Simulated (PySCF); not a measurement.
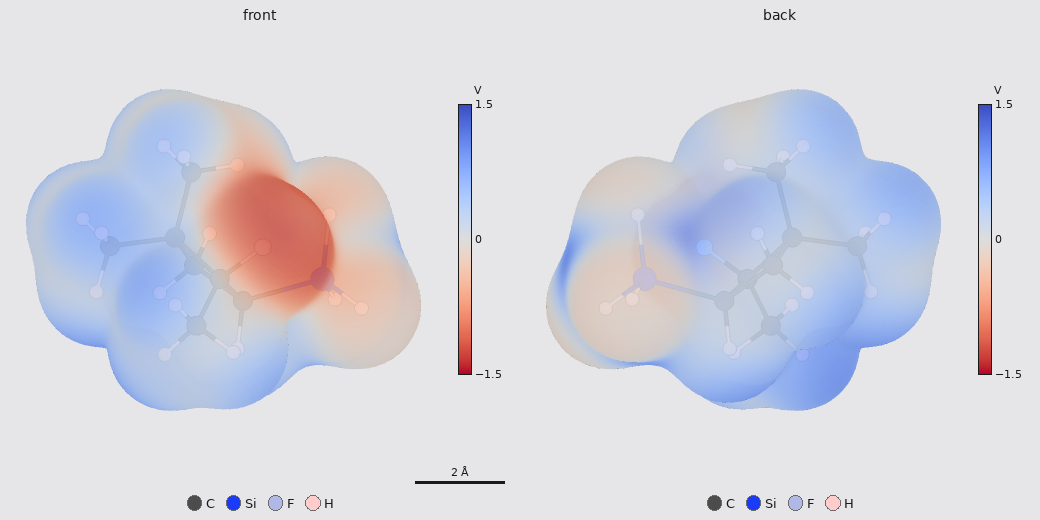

*C7H15FSi. The molecular electrostatic potential painted on the density surface at 0.002 e/bohr³, seen from the front and from behind; the colour scale runs from red (negative) to blue (positive).*

Geometry: GFN2-xTB.

All numbers below come from PySCF 2.14.0, PBE0/pcSseg-1, SCF density, gas phase, non-relativistic.

```csv
atom,x (Å),y (Å),z (Å)
C,-1.2551,0.5038,-1.5409
C,-0.8659,-0.1800,-0.2359
C,-2.1221,-0.5460,0.5444
C,0.1338,-1.3406,-0.4329
C,1.2517,-0.4995,0.2114
Si,2.6570,0.0707,-0.9365
C,0.2299,0.5933,0.5507
C,0.0127,0.8809,2.0236
F,0.5523,1.8141,-0.0470
H,-1.8173,1.4131,-1.3383
H,-0.3734,0.7717,-2.1162
H,-1.8731,-0.1641,-2.1379
H,-2.7548,-1.1838,-0.0699
H,-2.6871,0.3461,0.8051
H,-1.8830,-1.0854,1.4571
H,0.3002,-1.6213,-1.4714
H,-0.1253,-2.2348,0.1328
H,1.6687,-0.9608,1.1087
H,2.1122,0.6149,-2.1782
H,3.4588,-1.1199,-1.2383
H,3.4597,1.0699,-0.2353
H,-0.1710,-0.0369,2.5729
H,-0.8281,1.5576,2.1583
H,0.9075,1.3570,2.4211
```

Where is the surface potential most negative and most positive?

Answer. The most negative region (about −1.1 V) lies over F9, the most positive (about +0.9 V) over Si6, H15 and H22.

What dipole moment does the calculation give?

Answer. Its dipole moment is 1.99 D.
